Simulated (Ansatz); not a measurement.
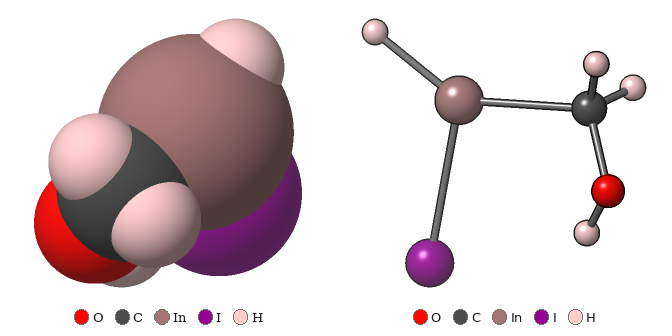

The same structure drawn twice, from different directions.

The geometry was computed by an optimisation with PBE0-D4/def2-TZVP.

**What is the molecular formula?**

CH₄IInO, 8 atoms: 1 carbon, 4 hydrogen, 1 iodine, 1 indium and 1 oxygen.

**What is the point group of this geometry?**

C1.

**Give a SMILES string for it.**

O[CH2][InH][I]

More results for the same structure follow; atom numbers are the same in all pictures, views and colours differ.

**Dipole moment**

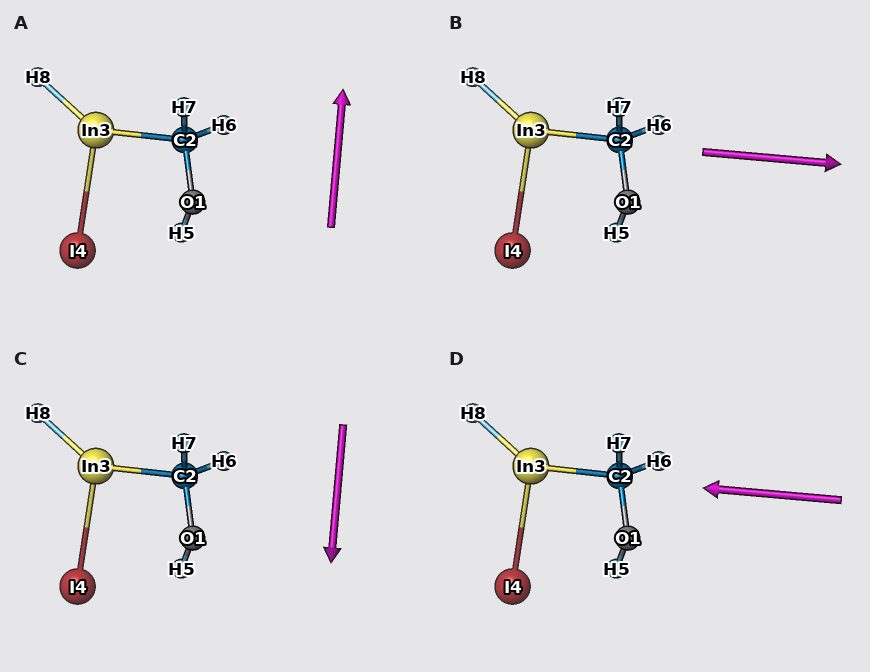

The same molecule four times, each with an arrow. Method: RKS ωB97M-V/def2-TZVPP, core potentials on I, In (Ansatz 0.2.0).

**Which arrow points along the dipole moment, from the negative to the positive end?**

A. The dipole moment is 3.15 D; it points from the side of I4 to the side of H8 (the outermost atoms at the two ends).

**Vibrations**

Harmonic vibrations computed with RKS PBE0-D4/def2-TZVP, core potentials on I, In (Ansatz 0.2.0) at a stationary point of the same level.

**List the wavenumbers.**

18 modes: 72, 82, 184, 246, 346, 398, 463, 512, 708, 1083, 1164, 1237, 1382, 1476, 1844, 3005, 3112, 3758 cm⁻¹.

**Thermal motion**

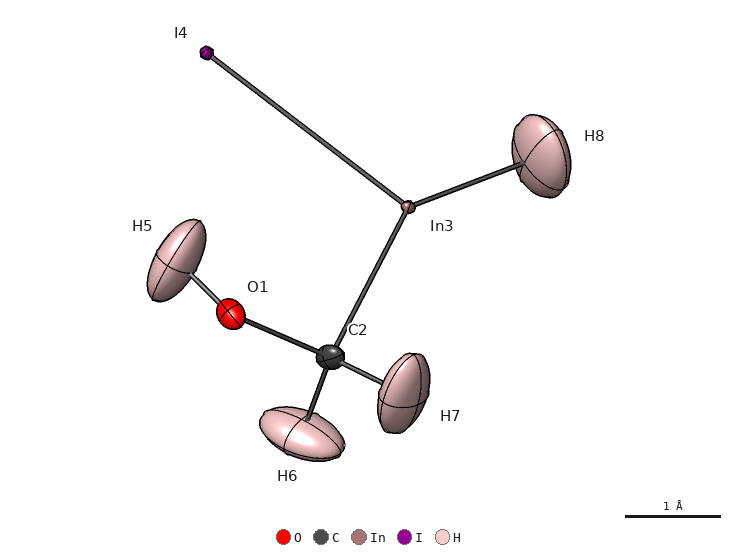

Displacement ellipsoids at the 50 % level, enlarged 1.5 times, from the internal vibrations of the free molecule (harmonic, no overall translation or rotation; no half-axis is drawn under 0.075 Å). Vibrations computed with RKS PBE0-D4/def2-TZVP, core potentials on I, In (Ansatz 0.2.0). Temperature: 0 K (zero-point motion alone).

**Which atom has the largest mean-square displacement?**

H8, with U_eq = 0.0322 Å².

**Does H6 move more along its bond or across it?**

Across it: the root-mean-square amplitude is 0.102 Å along the bond and up to 0.226 Å across, since bending and torsion are softer than stretching.

List U_eq and the three principal root-mean-square amplitudes for each kind of atom.

```tsv
atom	U_eq (Å²)	rms amplitudes (Å)
O1	0.0044	0.040, 0.062, 0.089
C2	0.0042	0.045, 0.059, 0.084
In3	0.00028	0.008, 0.015, 0.023
I4	0.00022	0.005, 0.014, 0.021
H5	0.0261	0.099, 0.147, 0.216
H6	0.0253	0.088, 0.131, 0.226
H7	0.0255	0.095, 0.135, 0.222
H8	0.0322	0.097, 0.190, 0.227
```
